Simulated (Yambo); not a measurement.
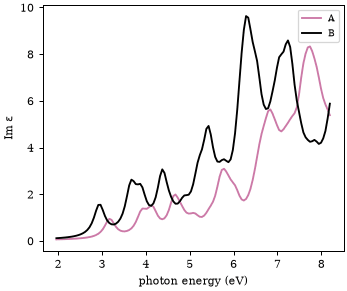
Fig. 1. Two computed absorption spectra of GaN (wurtzite, space group P6_3mc, No. 186) under isotropic strain of -1 % on all lattice vectors (Yambo, PBE bands with the same scissor, field along x)

Axes are Cartesian, with cell vectors (Å) (3.15, 0.00, 0.00), (-1.58, 2.73, 0.00), (0.00, 0.00, 5.13).

**Question.** Which curve includes the electron-hole attraction (BSE)?

**Answer.** Curve B: the attraction moves weight to lower energy (centre of the plotted range 6.2 eV against 6.6 eV). Settings: 9×9×6 mesh, 5 valence and 2 conduction bands, static screening with 42 bands and a 4 Ry block, scissor 1.01 eV, Tamm-Dancoff. The scissor comes from a G0W0 run whose convergence isn't established. Broadening 0.15 eV. The band window holds all transitions up to 8.2 eV. On this mesh the peak heights and the fine structure are mesh artefacts; only the shift of weight is robust.

Spin-orbit coupling is not included.

Geometry strained from the cell relaxed with PBEsol, atoms relaxed again; primitive cell a = b = 3.1520 Å, c = 5.1348 Å, α = β = 90.00°, γ = 120.00°.

The potentials are those of PseudoDojo's stringent table.
